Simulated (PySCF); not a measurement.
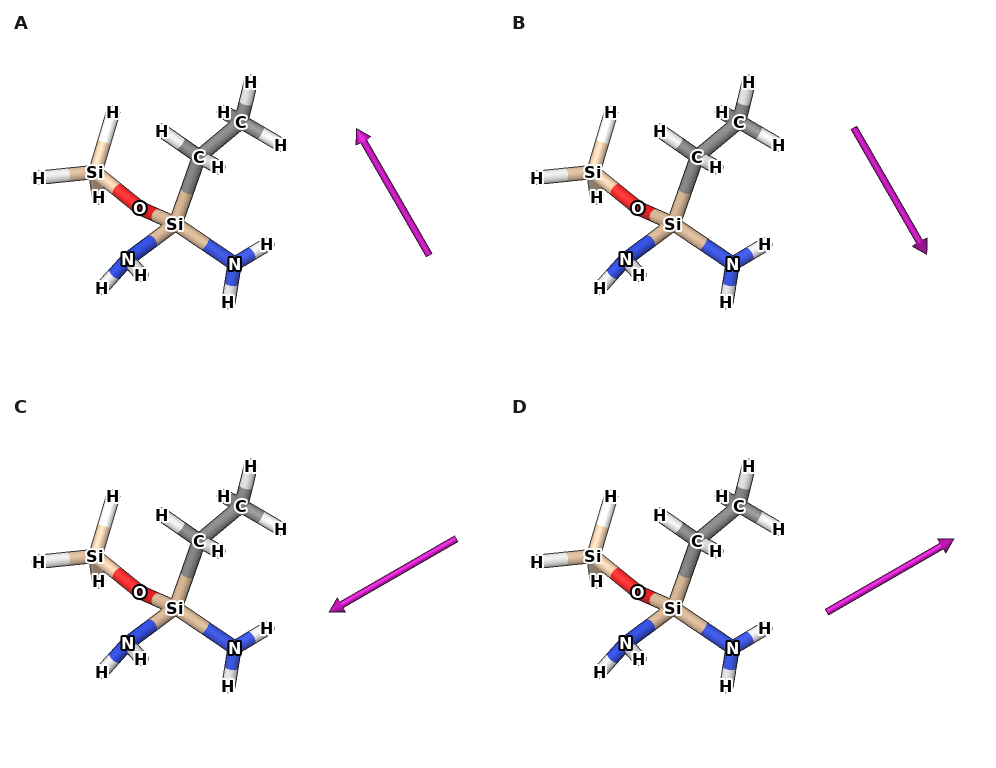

The same molecule four times, each with an arrow. Computed geometry: GFN2-xTB optimisation. No frequency run is at hand to confirm it as a minimum. Level of theory: ωB97X-D/def2-SVPD, gas phase (PySCF 2.14.0).

Question: Which arrow points along the dipole moment, from the negative to the positive end?

Answer: B. The dipole moment is 0.90 D.

The geometry is semi-empirical. Around Si such bond lengths and angles can be off by a tenth of an ångström or more and by several degrees, and values that hang on the shape move with them.
